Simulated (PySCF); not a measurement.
# CH8GeSSi2: the cost of one run

Programs: PySCF 2.14.0, with density-fitted response routines of our own. Each step states its level of theory. These are calculated values for one molecule in the gas phase, unless marked as measured. Atoms are numbered from 0 throughout.

## (1) The starting structure

13 atoms, charge 0, multiplicity 1; geometry from: GFN2-xTB.

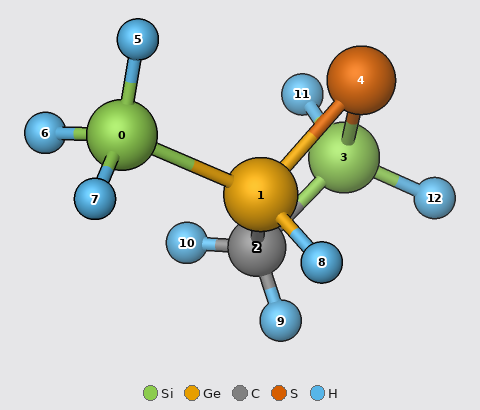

The starting geometry (silicon green, germanium amber, carbon grey, sulfur orange, hydrogen blue), atoms numbered.

## (2) Ultraviolet spectrum: CAM-B3LYP/def2-SVPD

Job settings and geometry (Å):

```
{"job": {"kind": "uv", "xc": "CAM-B3LYP", "basis": "def2-SVPD", "nstates": 8, "ntriplets": 3}, "charge": 0, "multiplicity": 1}
Si    -2.466529     0.114446    -0.789546
Ge    -0.368425     0.779859     0.098867
C      0.827525    -0.531049     1.046814
Si     2.279770    -0.337673    -0.170411
S      1.255975     1.047779    -1.462374
H     -2.586915     0.506160    -2.190461
H     -2.575299    -1.341664    -0.674058
H     -3.533006     0.732389    -0.002587
H     -0.374809     2.080625     0.928016
H      1.070928    -0.252065     2.069179
H      0.425530    -1.542139     1.065843
H      2.578842    -1.550192    -0.923432
H      3.462025     0.294009     0.402677
```

Method: TDDFT CAM-B3LYP/def2-SVPD, vertical, gas phase, core orbitals frozen in the response.

On the command line:

```bash
$ OMP_NUM_THREADS=1 python probes_run.py task.json out
```

The driver reads the jobs from task.json and runs them one after another.

Q: Estimate the wall time and peak memory of this job on 1 thread of Arm Neoverse N1, shared host.

About 69 s, with a peak of 0.84 GiB.
